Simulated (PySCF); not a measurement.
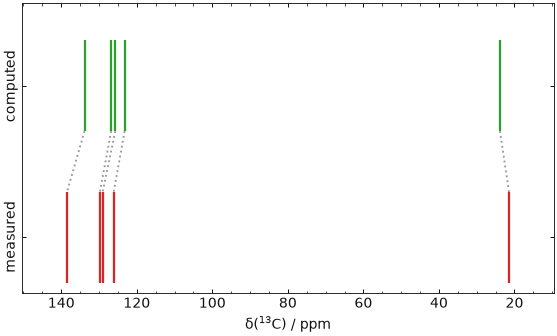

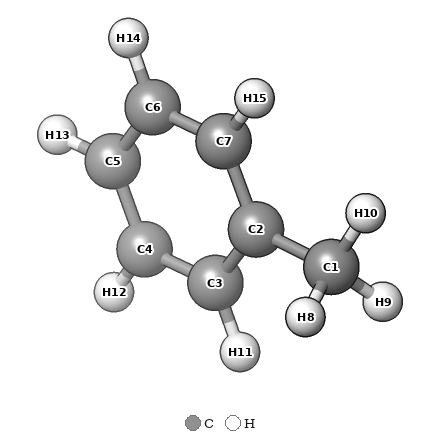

¹³C shifts of C₇H₈, SMILES Cc1ccccc1 against TMS: GIAO OPBE/pcSseg-1 (PySCF) for one gas-phase conformer (PBE0-D3(BJ)/def2-SVP, like atoms averaged) above, published measurements (acetone-d6) below; dotted lines join the same nuclei. Only nuclei with a measured value are shown, one named for each set of like atoms.

**How well does the calculation match?**

Mean error −2.3 ppm, mean absolute error 3.2 ppm; the largest is −4.6 ppm, for C2.

**Assign the lines.**

| nucleus | computed | measured |
| --- | --- | --- |
| C2 | 133.8 | 138.5 |
| C3 | 126.8 | 129.8 |
| C4 | 125.7 | 129.0 |
| C5 | 123.2 | 126.1 |
| C1 | 23.8 | 21.5 |
